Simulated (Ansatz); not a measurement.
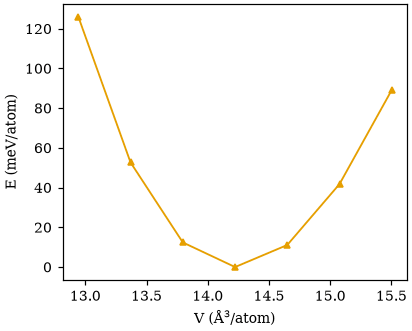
Fig. 1. TaRh3 (Cu3Au type, space group No. 221) under volume change, DFT-PBEsol in the program Ansatz with PAW potentials, scaled uniformly.

What does a third-order Birch–Murnaghan fit give for V₀, B₀ and B′?

V₀ = 14.22 Å³/atom, B₀ = 292 GPa, B′ = 4.7.

Space group Pm-3m (Cu3Au type). The first step of the workflow began from a Materials Project structure, measured or hypothetical; the Crystallography Open Database files this formula in space group No. 221, but the cells were not matched. Its standing as an ambient phase is unchecked. The cell was relaxed with PBEsol under the symmetry of its start; of distortions, only those at the zone centre were tested. The run is not spin-polarised. Spin–orbit coupling is left out wherever it is not named.

Potentials: the later of the program's two PAW sets.
